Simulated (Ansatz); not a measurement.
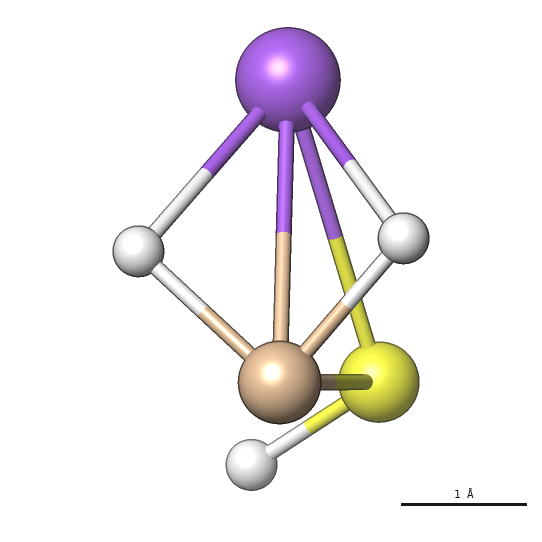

Colours: sodium purple, sulfur yellow, silicon light orange, hydrogen white.

Identify the structure.

Formula H₃NaSSi. This geometry has C1 symmetry. Coordination, clear cases only: 1 S trigonal pyramidal.

More results for the same structure follow; atom numbers are the same in all pictures, views and colours differ. Computed geometry: PBE0-D4/def2-TZVP optimisation. No frequency run is at hand to confirm it as a minimum.

## Geometry

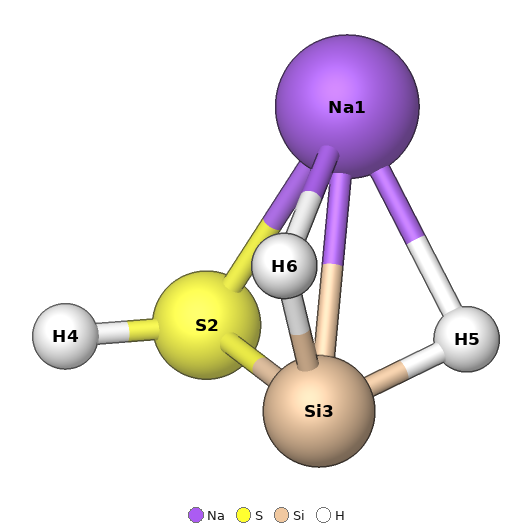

No frequency run is at hand to confirm it as a minimum.

What are the angles Na1–S2–Si3, Na1–S2–H4, Na1–Si3–S2, Na1–Si3–H5, Na1–Si3–H6, Na1–H6–Si3, S2–Si3–H5, Si3–Na1–H5, Si3–Na1–H6, Si3–S2–H4, H5–Na1–H6, H5–Si3–H6?

| angle | degrees |
| --- | --- |
| Na1–S2–Si3 | 69.2 |
| Na1–S2–H4 | 111.1 |
| Na1–Si3–S2 | 60.6 |
| Na1–Si3–H5 | 56.2 |
| Na1–Si3–H6 | 49.5 |
| Na1–H6–Si3 | 97.0 |
| S2–Si3–H5 | 87.6 |
| Si3–Na1–H5 | 33.3 |
| Si3–Na1–H6 | 33.5 |
| Si3–S2–H4 | 97.0 |
| H5–Na1–H6 | 58.3 |
| H5–Si3–H6 | 89.8 |

## Charges

The questions are on Mulliken charges. No frequency run is at hand to confirm it as a minimum. Level of theory: RKS PBE0-D4/def2-TZVP (Ansatz 0.2.0).

Which atom carries the highest charge (most positive or least negative)?

Answer. Na1 (0.54 e).

And the lowest?

Answer. S2 (−0.42 e).

Give the Mulliken charges atom by atom.

```tsv
atom	value (e)
Na1	0.54
S2	−0.42
Si3	−0.15
H4	0.16
H5	−0.05
H6	−0.07
```

## Dipole moment

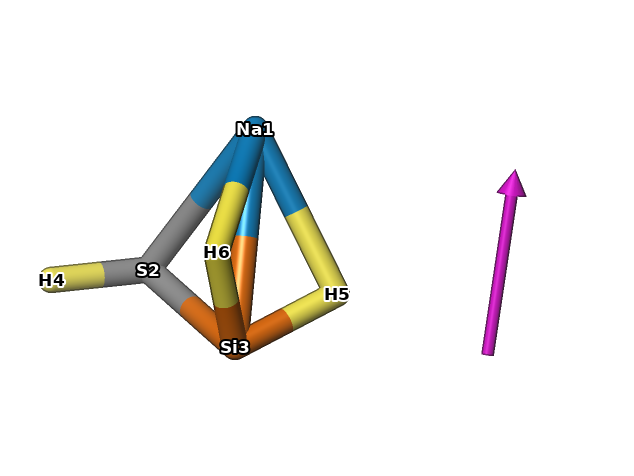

The arrow beside the molecule shows the direction of the dipole moment, from the negative to the positive end (its length means nothing). No frequency run is at hand to confirm it as a minimum. Method: RKS PBE0-D4/def2-TZVP (Ansatz 0.2.0).

Estimate the dipole moment.

Answer. 7.34 D; it points from the side of Si3 to the side of Na1 (the outermost atoms at the two ends).

## Electronic properties

No frequency run is at hand to confirm it as a minimum. Level of theory: RKS PBE0-D4/def2-TZVPP (Ansatz 0.2.0).

Computed properties:

- HOMO energy (Kohn–Sham orbital): −5.11 eV
- LUMO energy (Kohn–Sham orbital): −1.50 eV
- HOMO–LUMO gap: 3.60 eV

Mulliken values depend strongly on the basis set and can even reverse the polarity of a bond.
